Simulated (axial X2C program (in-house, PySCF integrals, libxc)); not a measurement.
# TaSi⁺: properties at the nuclei

Wanted for TaSi⁺: properties at the nuclei, at the two-component level.

Computed with an in-house X2C program for linear molecules on PySCF integrals. Level: two-component X2C with atomic mean-field terms, Ta dyall-cv3z, Si dyall-v3z.

All values are calculated.

## (1) Set-up

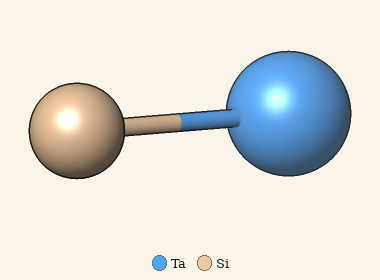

The two atoms at 2.620 Å (tantalum blue, silicon light orange).

task.json

```json
{"zs": [73, 14], "q": 1, "bas": ["dyall-cv3z", "dyall-v3z"], "r0": 2.62, "levels": ["PBE0", "HF", "TPSSh", "BP86", "LDA"], "nst": 3}
```

Keys: zs atomic numbers; q charge; bas basis sets; r0 starting distance in Å; levels methods (HF also brings MP2); nst determinants followed.

Started as:

```
> python soeom.py task.json out
```

After this run come: Expectation values, lowest determinant; Expectation values, a higher determinant; Expectation values, a higher determinant.

**Question.** What will these runs give? Wanted: lowest determinant; Eeff magnitude; Ws magnitude Ta; A∥/gI Ta; qzz Ta; higher determinant (for each run or level that gives them).

The runs gave:

```
                                        quantity                                           value
                              lowest determinant  Ω = 4 (excess of +ω over −ω: ω = 3/2, ω = 5/2)
                    Eeff magnitude (GV/cm), PBE0                                              12
                     Ws magnitude Ta (kHz), PBE0                                            2.18
                            A∥/gI Ta (MHz), PBE0                                            1140
                             qzz Ta (a.u.), PBE0                                           -3.33
                              higher determinant       Ω = 1 (excess of +ω over −ω: 2 × ω = 1/2)
Eeff magnitude (GV/cm), PBE0, higher determinant                                            3.26
 Ws magnitude Ta (kHz), PBE0, higher determinant                                            5.37
        A∥/gI Ta (MHz), PBE0, higher determinant                                            6220
         qzz Ta (a.u.), PBE0, higher determinant                                           -2.54
                              higher determinant  Ω = 3 (excess of +ω over −ω: ω = 1/2, ω = 5/2)
Eeff magnitude (GV/cm), PBE0, higher determinant                                             4.5
 Ws magnitude Ta (kHz), PBE0, higher determinant                                            2.37
        A∥/gI Ta (MHz), PBE0, higher determinant                                            1960
         qzz Ta (a.u.), PBE0, higher determinant                                            3.03
```

In the first state, the effective field runs from 12 to 16.6 GV/cm over the mean-field levels. The expectation values come from single determinants, which for open shells can mix terms of unlike spin or miss the lowest Ω, so a determinant need not be a state. Eeff is the effective electric field on the electron dipole moment in this Ω state and Ws the scalar–pseudoscalar constant (defined with the proton number Z and per Ω); A∥ is the parallel hyperfine constant, which follows by multiplying with the nuclear g factor gI = μI/(I μN); qzz is the electric field gradient, eQq0 = 234.96 MHz × Q/barn × qzz. The operators were transformed with the bare-nucleus X2C matrices.
